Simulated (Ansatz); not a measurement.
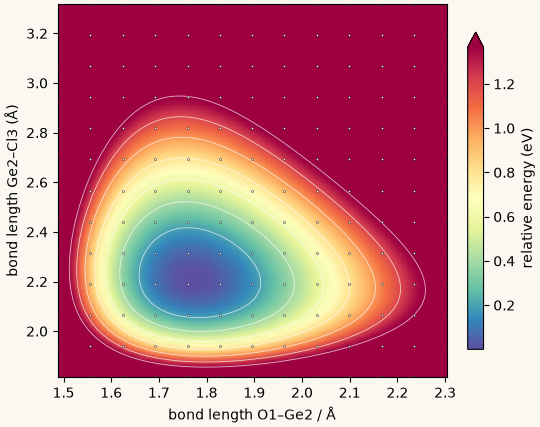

ClGeHO, SMILES [OH][Ge][Cl]. First axis: bond length O1–Ge2. Second axis: bond length Ge2–Cl3. Nothing is relaxed (all other coordinates rigid). The scan uses a 13 × 13 grid. Energies: eV, counted from the relaxed molecule at the same level. The reference is spin-restricted, which grows unreliable where a bond is stretched far. All numbers below come from Ansatz, RKS PBE0-D4/def2-TZVP.

In the figure: a smooth colour map with a few white contour lines, dots at the grid points, one colour for all values above the top of the scale. Between grid points the surface is interpolated.

Estimate the position of the minimum and the force constants in these coordinates.

Answer. The interpolated minimum is at bond length O1–Ge2 ≈ 1.772 Å, bond length Ge2–Cl3 ≈ 2.212 Å. The curvatures there are about 25 eV/Å² and 13 eV/Å², with a cross term of about 2 eV/Å². Round the minimum the two coordinates are weakly coupled (coupling 0.09 in units of the two stiffnesses).
